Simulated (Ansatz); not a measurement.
## Lattice dynamics of SrBe3 (built on the sites of a database entry of Ca3Pb)

Aim: the phonons of SrBe3 (built on the sites of a database entry of Ca3Pb) at a cell relaxed beforehand at this level. After the zone centre comes a 2×2×2 q mesh on a 10×10×10 k mesh.

Calculated with Ansatz 0.2.0; DFT PBEsol, scalar-relativistic, plane waves, norm-conserving pseudopotentials.

The structure was built from a prototype and need not be the compound's stable phase.

## 1. The structure

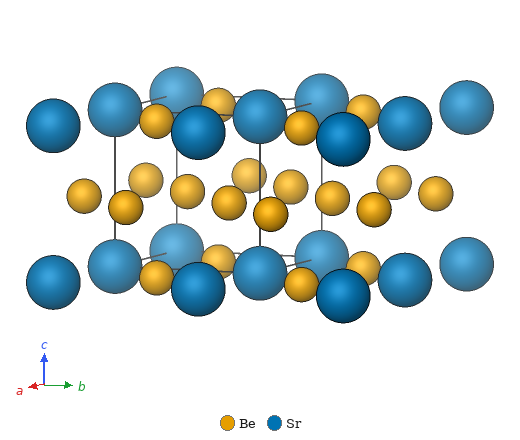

Start, viewed slightly off an axis; beryllium orange, strontium blue. 2×2×1 cells are drawn. Some periodic images of atoms are drawn too.

## 2. Zone-centre response

The cell comes from relaxations at this level that are not shown. The zone centre comes first: it holds the modes that light can see, as far as symmetry allows. No field response is asked, since the mesh shows no gap.

The input, input.yaml:

```yaml
crystal:
  lattice:
    - [4.1890090279, 0.0, 0.0]
    - [0.0, 4.1890090279, 0.0]
    - [0.0, 0.0, 4.1890090279]
  atoms:
    - { symbol: Be, position: [0.0, 0.5, 0.5] }
    - { symbol: Be, position: [0.5, 0.5, 0.0] }
    - { symbol: Be, position: [0.5, 0.0, 0.5] }
    - { symbol: Sr, position: [0.0, 0.0, 0.0] }
kpoints:
  mp_grid: { grid: [10, 10, 10] }
hamiltonian:
  xc: pbesol
  pseudopotentials: { kind: nc }
scf:
  occupations: { method: methfessel_paxton, width: 0.15 }
output:
  eigenvalues: true
phonons:
  method: dfpt
```

On the command line:

```console
> ansatz run input.yaml --threads 4 --pin off --max-ram 7168MiB --backend cpu --events-out ev --progress --plain --runs-dir out
```

Numbers of over 12 decimals in the logs are rounded to 6 here.

What it wrote:

```text
zone centre: on kpoints.mp_grid the ground state, and the responses unless they are solved on pairs of k-points, stand on 216 of the mesh's 1000 k-points, reduced under 8 symmetry operations, with k and −k counted as one. Each operation leaves every solved displacement unchanged or reverses it
Engine: ansatz 0.2.0, aarch64-unknown-linux-gnu
Pseudopotentials: kind: nc
Pseudopotential: Be, nc, valence charge 4, recommended cutoff 1197.300995 eV (normal), Be.nc.azcp (PseudoDojo's, or run here from an input of PseudoDojo's: the run reads no file of this project's for it)
Pseudopotential: Sr, nc, valence charge 10, recommended cutoff 925.187132 eV (normal), Sr.nc.azcp (PseudoDojo's, or run here from an input of PseudoDojo's: the run reads no file of this project's for it)
Functional definition: PBEsol
  exchange = pbesol_x
  correlation = pbesol_c
Crystal: 4 atoms, lattice volume = 73.508 Å³
Basis set: ecut = 1197.300995 eV, 6931 PW (Γ), exchange–correlation on 96×96×96 points (8 copies of the dense FFT grid, shifted against one another)
Bands: 15, of which v1, the nominal top of the filled ones, is band 11 counted from 1 (10 counted from 0)
Symmetry: 48 space group operations
k-points: 216 of 1000 (irreducible under 8 space group operations)
Non-local potential: Be, projectors of the file, l = 0: 2, l = 1: 2
Non-local potential: Sr, projectors of the file, l = 0: 2, l = 1: 2, l = 2: 2
Initial density: superposition of atomic densities (chi_scale 0.1, normalization cell, long waves kept (reshape's long-wave potential 0.00 eV rms))
Initial wavefunctions: pseudopotential atomic-orbital guess
Functional: x = pbesol(κ = 0.804, μ = 0.123457), c = pbesol(β = 0.046)
SCF iter   1: F=—  HF=-2059.908667 eV  |F-HF|=—  |Δ(HF+E_count)|=         —  Δρ=2.86e-2  dr2=7.30e-1  ethr=3.10e-3  ⟨swp⟩=6.2  Hψ=20955  notcnv=0
preconditioner: auto → Kerker (q_TF=auto, 2.231 Å⁻¹)  [metal: Δε(μ)=0.009 eV  Ē_g=4.249 eV  σ=0.150 eV  W_gap=0.05  n_scr=18 (ndim 8)  ℏωp=12.2 eV  f_vac=0.000  D(μ)=3.92/eV (n_scr^D=32)]
SCF iter   2: F=—  HF=-2059.739565 eV  |F-HF|=—  |Δ(HF+E_count)|=   1.69e-1  S|Δr|=    0.00e0  Δρ=1.53e-2  dr2=2.86e-1  ethr=3.10e-3  ⟨swp⟩=1.3  Hψ=5047  notcnv=0
SCF iter   3: F=—  HF=-2059.632808 eV  |F-HF|=—  |Δ(HF+E_count)|=   1.07e-1  S|Δr|=    0.00e0  Δρ=2.74e-3  dr2=2.23e-3  ethr=1.30e-3  ⟨swp⟩=3.1  Hψ=5571  notcnv=0
SCF iter   4: F=—  HF=-2059.633001 eV  |F-HF|=—  |Δ(HF+E_count)|=   1.92e-4  S|Δr|=    0.00e0  Δρ=3.83e-4  dr2=8.52e-5  ethr=1.01e-5  ⟨swp⟩=2.1  Hψ=4949  notcnv=0
SCF iter   5: F=—  HF=-2059.633008 eV  |F-HF|=—  |Δ(HF+E_count)|=   7.55e-6  S|Δr|=    0.00e0  Δρ=9.27e-5  dr2=6.20e-6  ethr=3.87e-7  ⟨swp⟩=2.2  Hψ=4944  notcnv=0
SCF iter   6: F=—  HF=-2059.633015 eV  |F-HF|=—  |Δ(HF+E_count)|=   7.03e-6  S|Δr|=    0.00e0  Δρ=1.34e-5  dr2=8.18e-8  ethr=2.82e-8  ⟨swp⟩=1.1  Hψ=3316  notcnv=0
SCF iter   7: F=—  HF=-2059.633102 eV  |F-HF|=—  |Δ(HF+E_count)|=   8.66e-5  S|Δr|=    0.00e0  Δρ=2.49e-6  dr2=3.75e-9  ethr=3.72e-10  ⟨swp⟩=2.1  Hψ=5079  notcnv=0
SCF iter   8: F=—  HF=-2059.633102 eV  |F-HF|=—  |Δ(HF+E_count)|=  4.89e-10  S|Δr|=    0.00e0  Δρ=3.86e-7  dr2=9.12e-11  ethr=1.70e-11  ⟨swp⟩=2.6  Hψ=5538  notcnv=0
SCF iter   9: F=-2059.633102 eV  HF=-2059.633102 eV  |F-HF|=1.36e-12  |Δ(HF+E_count)|=  4.09e-12  S|Δr|=    0.00e0  Δρ=8.39e-8  dr2=4.32e-12  ethr=1.00e-12  ⟨swp⟩=8.4  Hψ=19590  notcnv=0
the search or the solves at the SCF's close seem to have found levels that the self-consistency loop had missed (the run counts 2). By its estimate they hold under 1e-12 electrons; where the run keeps them, the occupations were computed again with them
SCF 1 converged in 9 iterations: F = -2059.633102 eV  dr2 = 4.32e-12
DFPT response loops at Γ: preconditioner auto → Kerker (q_TF=auto, 2.231 Å⁻¹) (partly filled bands, converged f_vac=0.000); β = 1.00, the filter's whole step (`scf.mixing.beta` (0.50) is not read by the response loops under this deck's `scf.mixing.preconditioner`; to damp them name `kerker` or `kerker_dos`, under which they read `scf.mixing.beta`, and type it under 1.00, their step now; both keys bind the ground state too); Broyden in place of MSR1
SCF converged after 9 iterations
Stability not checked: this state was not tested for a lower state beside it, because cold or Methfessel-Paxton smearing, or corrected tetrahedra, fill the levels in a way that the test cannot read (fill_not_monotonic; see scf.lower_state_search)
Free energy (F): -2059.633102 eV
Harris-Foulkes:  -2059.633102 eV  (|F-HF|=1.36e-12)
Internal energy: -2059.634117 eV  (E = F + TS)
E sigma→0 (E₀):  -2059.633355 eV
Entropy (-TS):   0.001015 eV (0.254 meV/atom)
Fermi energy:    5.807480 eV
--- Per-component energies (eV) ---
  E_band       = -655.727799
  E_kinetic    = 951.273796
  E_local      = -1187.483117  (includes V_loc(G=0)·N_el)
  E_nonlocal   = -693.849093
  E_hartree    = 343.516186
  E_xc         = -414.953526
  E_vxc        = -412.701749  (∫ρ·V_xc dr)
  E_ewald      = -1058.138362
  E_smearing   = 0.001015  (= −TS)
  E_closure    = 0.000000  (closes the sum)
  Σ components = -2059.633102   (vs F -2059.633102, Δ=0.00e0)
--- Band table (eV; the first three rows and the last of 216) ---
  k-point 0: bands = [... 7 lower, -0.5106, 5.5304, 5.5304, 6.1760, 6.1760, 6.1760, 10.5904, 10.5904]
  k-point 1: bands = [... 7 lower, -0.4149, 4.9729, 5.5709, 6.1585, 6.1585, 6.6632, 9.8396, 9.8396]
  k-point 2: bands = [... 7 lower, -0.1359, 4.1168, 5.6863, 6.1006, 6.1006, 7.3996, 9.2612, 9.2612]
  k-point 215: bands = [... 7 lower, 3.8022, 3.8022, 3.8022, 3.8560, 5.6287, 5.6287, 5.6287, 11.5379]
--- Phonons (Γ-DFPT): 3 representative perturbations + reference, on 216 of 1000 k-points (Σ response iterations 11) ---
  k mesh reduced under 8 symmetry operations, with k and −k counted as one. Each operation leaves every solved displacement unchanged or reverses it
  ASR residual: 2.734e-5 → 0.000e0 eV/Å²; symmetrization residual: 1.511e-6 eV/Å²
  ASR residual per site (eV/Å²): 2.73e-5 2.73e-5 2.73e-5 3.21e-6
  Γ frequencies (cm⁻¹): -311.38 -311.38 -311.38 0.00 0.00 0.00 301.90 301.90 301.90 327.50 327.50 327.50
  non-analytic LO–TO correction: not included (Born effective charges unavailable; polar crystals: no LO–TO splitting at Γ)
```

It took 66 s on 4 threads of Arm Neoverse V2, shared host; peak memory 3 GiB.

Numbers from this step:

- volume per atom: 18.38 Å³
- gap on the k-mesh: 0 eV
- sum-rule residual before enforcement: 2.73e-5 eV/Å²
- point group: m-3m
- highest optical mode at the zone centre (no LO-TO term): 327.5 cm⁻¹
- lowest optical zone-centre mode: -311.4 cm⁻¹

Patterns of degenerate modes are one choice out of their space. The modes at Γ (shares of kinetic energy by element, %) (negative means imaginary):

| mode | frequency (cm⁻¹) | symmetry | Be % | Sr % |
| --- | --- | --- | --- | --- |
| 1 | -311.4 | T1u | 98 | 2 |
| 2 | -311.4 | T1u | 98 | 2 |
| 3 | -311.4 | T1u | 98 | 2 |
| 4 | 0.0 | acoustic | 24 | 76 |
| 5 | 0.0 | acoustic | 24 | 76 |
| 6 | 0.0 | acoustic | 24 | 76 |
| 7 | 301.9 | T2u | 100 | 0 |
| 8 | 301.9 | T2u | 100 | 0 |
| 9 | 301.9 | T2u | 100 | 0 |
| 10 | 327.5 | T1u | 78 | 22 |
| 11 | 327.5 | T1u | 78 | 22 |
| 12 | 327.5 | T1u | 78 | 22 |

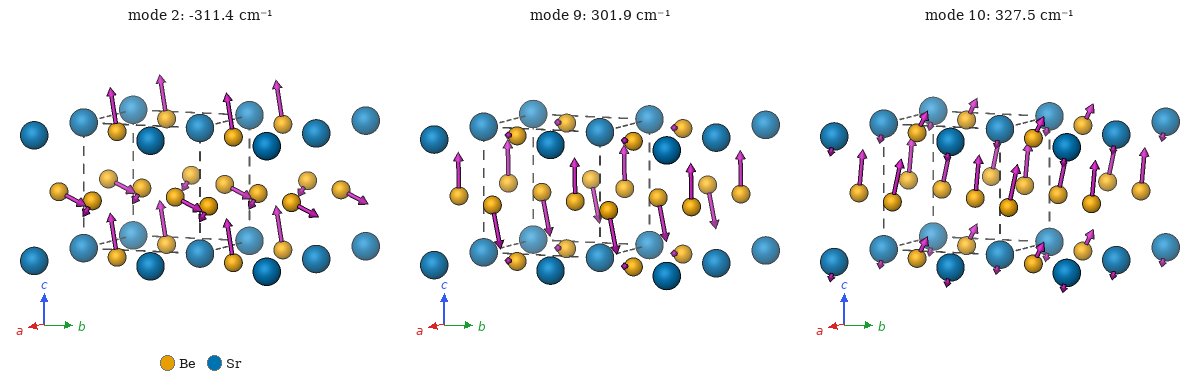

Displacement patterns of modes 2, 9 and 10 at Γ; arrows are exaggerated. 2×2×1 cells are drawn. Some periodic images of atoms are drawn too.

Before it was imposed, the acoustic sum rule was missed by 2.7e-5 eV/Å². Small misses are needed for a sound result but don't prove that mesh and cutoff are converged. The lowest optical mode is imaginary, 311.4i cm⁻¹, so the energy falls along it.

## 3. The dispersion

Stability and thermal properties need the whole zone. Linear response on a 2×2×2 q mesh gives force constants as far as a supercell of that size would.

input.yaml: that of step 2 with these lines changed.

```diff
@@ -21 +21,8 @@
   method: dfpt
+  qmesh: [2, 2, 2]
+  temperatures: { t_max: 1000, t_step: 50 }
+  qpath:
+    path:
+      - [[0.0, 0.0, 0.0], [0.0, 0.5, 0.0], [0.5, 0.5, 0.0], [0.0, 0.0, 0.0], [0.5, 0.5, 0.5], [0.0, 0.5, 0.0]]
+      - [[0.5, 0.5, 0.5], [0.5, 0.5, 0.0]]
+    npoints: 10
```

What it wrote:

```text
[...]
Crystal: 4 atoms, lattice volume = 73.508 Å³
Basis set: ecut = 1197.300995 eV, 6931 PW (Γ), exchange–correlation on 96×96×96 points (8 copies of the dense FFT grid, shifted against one another)
Bands: 15, of which v1, the nominal top of the filled ones, is band 11 counted from 1 (10 counted from 0)
Symmetry: 48 space group operations
k-points: 56 of 1000
[...]
SCF iter   1: F=—  HF=-2059.908684 eV  |F-HF|=—  |Δ(HF+E_count)|=         —  Δρ=2.86e-2  dr2=7.30e-1  ethr=3.10e-3  ⟨swp⟩=6.1  Hψ=5408  notcnv=0
[...]
SCF iter   9: F=-2059.633102 eV  HF=-2059.633102 eV  |F-HF|=9.09e-13  |Δ(HF+E_count)|=  5.00e-12  S|Δr|=    0.00e0  Δρ=8.24e-8  dr2=4.25e-12  ethr=1.00e-12  ⟨swp⟩=8.5  Hψ=5093  notcnv=0
[...]
SCF 1 converged in 9 iterations: F = -2059.633102 eV  dr2 = 4.25e-12
[...]
iter 1 solved again at ethr=5.49e-8 eV; its pass at ethr=3.10e-3 eV (dr2=1.21e-5 eV) is discarded
SCF iter   1: F=—  HF=-2059.633012 eV  |F-HF|=—  |Δ(HF+E_count)|=         —  Δρ=5.48e-7  dr2=1.63e-10  ethr=5.49e-8  ⟨swp⟩=4.3  Hψ=8519  notcnv=0
eigensolver tolerance schedule: the retry pair's looser diagonalisation over-reported the residual by 74208.51 of it (diagonalisation noise at an unbounded share of the residual, at the tolerance the schedule requests for it); recorded, not acted on — ethr = c·dr2/N_el stays at c = 1.0e-1
[...]
SCF iter   2: F=—  HF=-2059.633102 eV  |F-HF|=—  |Δ(HF+E_count)|=   8.97e-5  S|Δr|=    0.00e0  Δρ=2.75e-7  dr2=2.91e-11  ethr=1.00e-12  ⟨swp⟩=4.1  Hψ=2384  notcnv=0
[...]
SCF iter   4: F=-2059.633102 eV  HF=-2059.633102 eV  |F-HF|=1.36e-12  |Δ(HF+E_count)|=  4.09e-12  S|Δr|=    0.00e0  Δρ=7.77e-8  dr2=3.74e-12  ethr=1.00e-12  ⟨swp⟩=2.2  Hψ=1699  notcnv=0
SCF 2 converged in 4 iterations: F = -2059.633102 eV  dr2 = 3.74e-12
phonons: the bands overlap, so this run is a metal and interpolates without the dipole-dipole term. If the crystal is really an insulator or semiconductor, its LO-TO splitting is missing
NSCF: frozen V_eff on 56 k-points
WARN: eigensolver did not converge (k=45): 1 band(s) unlocked after 2 eigensolves, warm-restarted (20 sweeps on the last) at ethr=1.09e-12 eV (storage-precision floor; scheduled 1.00e-12 eV) (lowest unlocked band 14, counted from 0; max residual 1.59e-5 eV among the unlocked bands, 1.59e-5 eV over every band; other slots of this pass that fall short are told together in one closing line; warning suppressed until the next SCF loop or pass starts)
WARN: eigensolver did not converge in 5 slots of this pass, the one above among them; of largest residual over every band (k=48): 1 band(s) unlocked (lowest unlocked band 14, counted from 0; max residual 1.69e-4 eV among the unlocked bands, 1.69e-4 eV over every band); of lowest unlocked band (k=45): band 14
[...]
DFPT response loops at q = (0, 0, 0) (fractional): preconditioner auto → Kerker (q_TF=auto, 2.231 Å⁻¹) (partly filled bands, converged f_vac=0.000); β = 1.00, the filter's whole step (`scf.mixing.beta` (0.50) is not read by the response loops under this deck's `scf.mixing.preconditioner`; to damp them name `kerker` or `kerker_dos`, under which they read `scf.mixing.beta`, and type it under 1.00, their step now; both keys bind the ground state too); Broyden in place of MSR1
[...]
SCF converged after 9 iterations
[...]
Free energy (F): -2059.633102 eV
[...]
Internal energy: -2059.634117 eV  (E = F + TS)
E sigma→0 (E₀):  -2059.633355 eV
Entropy (-TS):   0.001015 eV (0.254 meV/atom)
Fermi energy:    5.807480 eV
[...]
--- Band table (eV; the first three rows and the last of 56) ---
  k-point 0: bands = [... 7 lower, -0.5106, 5.5304, 5.5304, 6.1760, 6.1760, 6.1760, 10.5904, 10.5904]
  k-point 1: bands = [... 7 lower, -0.4149, 4.9729, 5.5709, 6.1585, 6.1585, 6.6632, 9.8396, 9.8396]
  k-point 2: bands = [... 7 lower, -0.1359, 4.1168, 5.6863, 6.1006, 6.1006, 7.3996, 9.2612, 9.2612]
  k-point 55: bands = [... 7 lower, 3.8022, 3.8022, 3.8022, 3.8560, 5.6287, 5.6287, 5.6287, 11.5379]
--- Phonons (Γ-DFPT): 3 representative perturbations + reference (Σ response iterations 9) ---
  ASR residual: 5.416e-5 → 0.000e0 eV/Å²; symmetrization residual: 1.752e-6 eV/Å²
  ASR residual per site (eV/Å²): 3.04e-5 3.04e-5 3.04e-5 5.42e-5
[...]
--- Phonons (arbitrary-q DFPT): 4 irreducible q on the 2×2×2 mesh ---
  q = [0.0000, 0.0000, 0.0000] (star 1, of the zone-centre solve; hermiticity 5.02e-7, symmetrization 1.08e-14): -311.38 -311.38 -311.38 -0.00 -0.00 0.00 301.90 301.90 301.90 327.50 327.50 327.50
  q = [0.0000, 0.0000, -0.5000] (star 3, 7 solved perturbations in 1332 linear systems a pass and spin channel, the states on 216 of 1000 k-point pairs; hermiticity 1.46e-7, symmetrization 7.28e-8, the responses' own estimated error 3.9e-5 eV/Å²): -320.69 -320.69 -292.74 74.96 74.96 161.08 239.10 246.98 277.64 277.64 283.68 283.68
[...]
sum rule: each row above includes the acoustic sum rule's correction from the zone centre's row sums; it moved no ω² by more than (0.96 cm⁻¹)²
  mesh force constants: q→R imaginary residual 1.61e-17; ASR residual 5.416e-5 → 0.000e0 eV/Å²; symmetrization residual 3.997e-15 eV/Å²
  interpolated dispersion: 62 rows × 12 modes
  density of states and harmonic sums: on the 16×16×16 q-mesh, interpolated from the force constants of a 2×2×2 supercell (no non-analytic term)
  largest difference from the sums on the solved wave vectors: F 1.01e-1 eV, S 1.34e-4 and C_V 3.24e-5 eV/K
  zero-point energy: 0.110528 eV/cell   skipped modes (ω ≤ 0): 742, of them read as no rigid motion or as one in doubt: 739 (4.498e0 modes/cell left out, lowest -363.61 cm⁻¹)   left out of the sums: 3.75e-1 of the cell's modes: C_V's classical limit lies that fraction below 3 k_B per atom; for a crystal, a wire or a layer, F and S can be off by more, and a phonons.interpolated_qmesh denser along its periods is the remedy for the sampling
```

Run time: 4.4 min. Hardware: 4 threads; peak memory 2.3 GiB.

This step gave:

```
sum-rule residual before enforcement                    : 5.42e-5 eV/Å²
lowest frequency on the path                            : -363.6 cm⁻¹
highest frequency on the path or at a solved wavevector : 391.6 cm⁻¹
lowest mode on the q mesh (acoustic modes at Γ apart)   : -360.1 cm⁻¹
```

Frequencies (cm⁻¹) solved at each irreducible wavevector; negative means imaginary. Frequencies by wavevector, by row:

| q in reciprocal lattice units | star | mode 1 | mode 2 | mode 3 | mode 4 | mode 10 | mode 11 | mode 12 |
| --- | --- | --- | --- | --- | --- | --- | --- | --- |
| 0 0 0 | 1 | -311.4 | -311.4 | -311.4 | 0 | 327.5 | 327.5 | 327.5 |
| 0 0 -0.5 | 3 | -320.7 | -320.7 | -292.7 | 75 | 277.6 | 283.7 | 283.7 |
| 0 -0.5 -0.5 | 3 | -360.1 | -329.6 | -259.5 | -68.4 | 268.9 | 268.9 | 382 |
| -0.5 -0.5 -0.5 | 1 | -357.2 | -184.5 | -184.5 | -184.5 | 391.6 | 391.6 | 391.6 |

Interpolated from a 2×2×2 q mesh, rough between the solved points. The phonon branches at the labelled points (cm⁻¹):

| point | branch 1 | branch 2 | branch 3 | branch 4 | branch 9 | branch 10 | branch 11 | branch 12 |
| --- | --- | --- | --- | --- | --- | --- | --- | --- |
| Γ | -311 | -311 | -311 | 0 | 302 | 328 | 328 | 328 |
| X | -321 | -321 | -293 | 75 | 278 | 278 | 284 | 284 |
| M | -360 | -330 | -260 | -68 | 221 | 269 | 269 | 382 |
| Γ | -311 | -311 | -311 | 0 | 302 | 328 | 328 | 328 |
| R | -357 | -184 | -184 | -184 | 256 | 392 | 392 | 392 |
| X | -321 | -321 | -293 | 75 | 278 | 278 | 284 | 284 |
| jump to R | -357 | -184 | -184 | -184 | 256 | 392 | 392 | 392 |
| M | -360 | -330 | -260 | -68 | 221 | 269 | 269 | 382 |

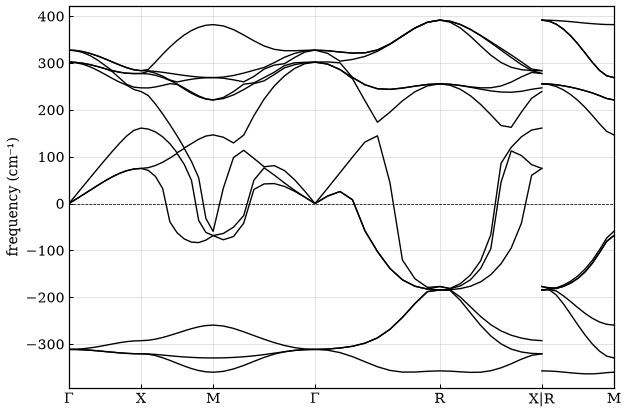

Phonon branches along the path.

(Continued in part 2 of 2.)

[Logs are printed without paths, hosts, clocks, repeated set-up lines and the standing remarks that a program may print on its own settings, such as how far it seeks lower states.]

[Hosts, paths, dates, database ids (printed as entryN), source tags and the programs' standing remarks are cut or masked in the printed files.]
